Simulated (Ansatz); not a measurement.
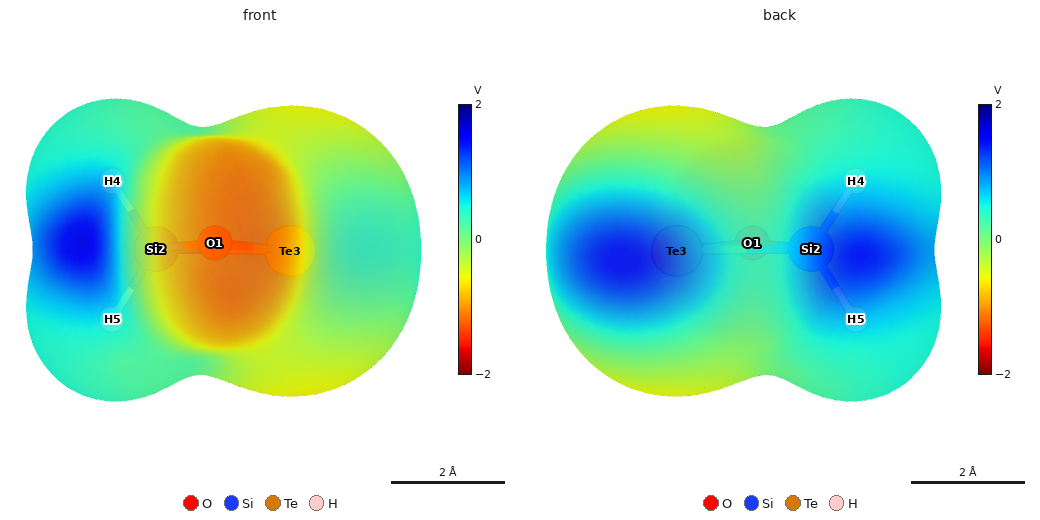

*H2OSiTe. The molecular electrostatic potential painted on the density surface at 0.001 e/bohr³, seen from the front and from behind; the colour scale runs from red (negative) to blue (positive).*

Geometry: PBE0-D4/def2-TZVP; core potentials replace the inner electrons of Te.

Method: Ansatz 0.2.0, RKS PBE0-D4/def2-TZVPP.

```xyz
5

O     0.9650   -0.9374   -0.1134
Si   -0.0917    0.3104   -0.2035
Te   -0.2506   -1.3319    1.5542
H    -1.0575    0.2967   -1.3241
H     0.4349    1.6622    0.0868
```

Q: Where is the surface potential most negative and most positive?

A: The most negative region (about −1.2 V) lies over O1, the most positive (about +1.5 V) over Si2 and Te3. O1 is the likeliest acceptor of a hydrogen bond.
